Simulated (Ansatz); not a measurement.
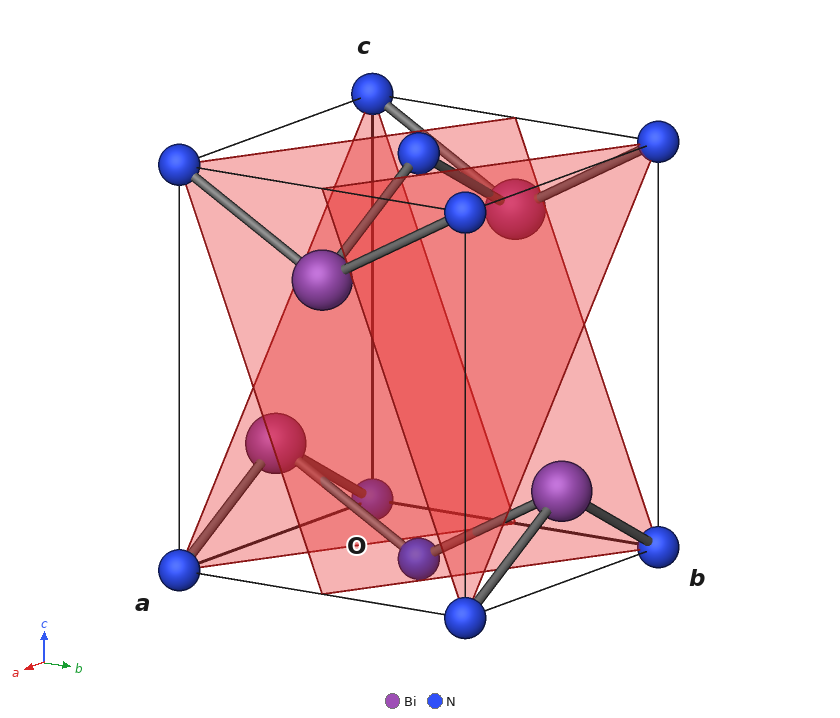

For BiN, the geometry relaxed with Ansatz, DFT PBEsol, scalar-relativistic, plane waves, PAW; the starting structure was generated, so it need not be a known form of this composition: every member of one family of equally spaced planes, hx + ky + lz = a whole number, that cuts the unit cell is shaded (one member passes through the origin O, touching the cell only at an edge or corner). Symmetry computed with spglib at a tolerance of 0.002 Å; standard conventional cell.

a = 4.010 Å, b = 4.010 Å, c = 4.864 Å, α = 90.00°, β = 90.00°, γ = 90.00°.

### Which (hkl) family is drawn?

(1 2 1); the opposite sign names the same planes. The member next to the origin meets the axes a at 1, b at 1/2, c at 1.

### What is the spacing?

d = 1.683 Å.

### Which atoms of the cell lie in these planes (within 0.03 Å)?

1 of the 2 N.

### The space group is P4/nmm, No. 129, origin choice 1. How many reflections hkl are equivalent to this one (itself included), and does it occur?

16 reflections are equivalent in the Laue class 4/mmm. The space group allows the reflection.
